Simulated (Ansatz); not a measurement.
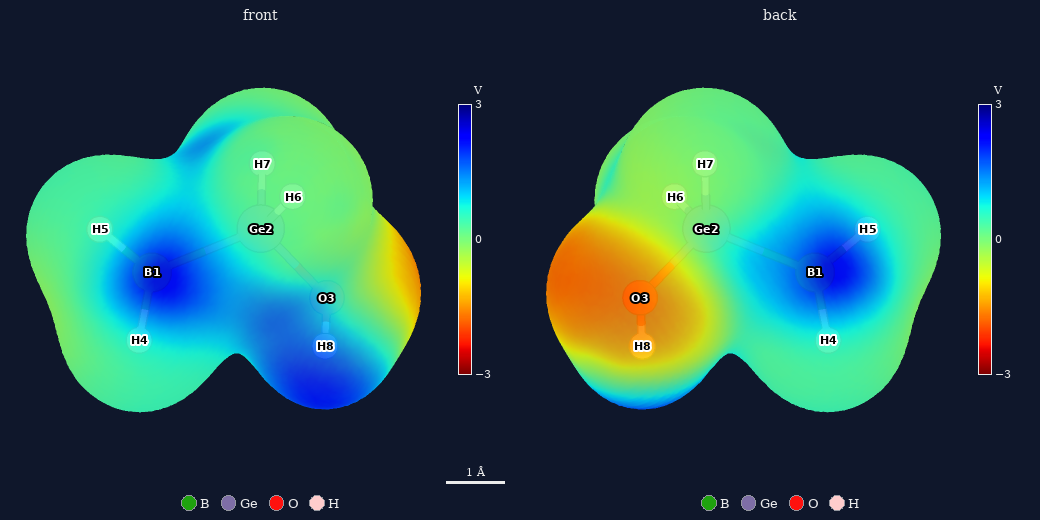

BGeH₅O. The electrostatic potential painted on the density surface at 0.002 e/bohr³, seen from the front and from behind; the colour scale runs from red (negative) to blue (positive).

Theory: RKS B3LYP/def2-SVP (Ansatz).

```xyz
8

B    -1.1611    0.7172   -0.7872
Ge    0.5194    0.0738    0.2335
O     0.4083   -1.6352    0.7963
H    -2.1987    0.1031   -0.7697
H    -1.1227    1.7542   -1.4023
H     0.7642    1.0096    1.4537
H     1.7918    0.0708   -0.6377
H    -0.4377   -1.8253    1.2221
```

Which sites attract a positive test charge, and which a negative one?

Answer. A positive charge is drawn to the negative regions and a negative charge to the positive ones. The most negative region (about −1.8 V, or −42 kcal/mol for a unit charge) lies over O3, the most positive (about +2.2 V, or +51 kcal/mol for a unit charge) over B1 and H8. O3 is the likeliest acceptor of a hydrogen bond.
